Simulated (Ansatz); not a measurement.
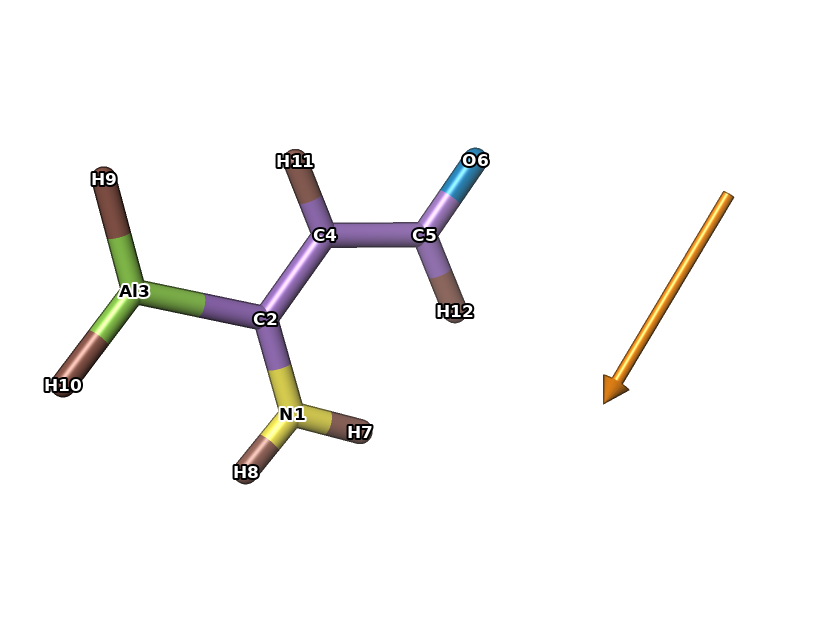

The arrow beside the molecule shows the direction of the dipole moment, from the negative to the positive end (its length means nothing). Computed geometry: PBE-D4/def2-SVP optimisation. No frequency run is at hand to confirm it as a minimum. Method: RKS PBE-D4/def2-SVP (Ansatz 0.2.0).

Q: Estimate the dipole moment.

A: 5.04 D; it points from the side of O6 to the side of H10 (the outermost atoms at the two ends).
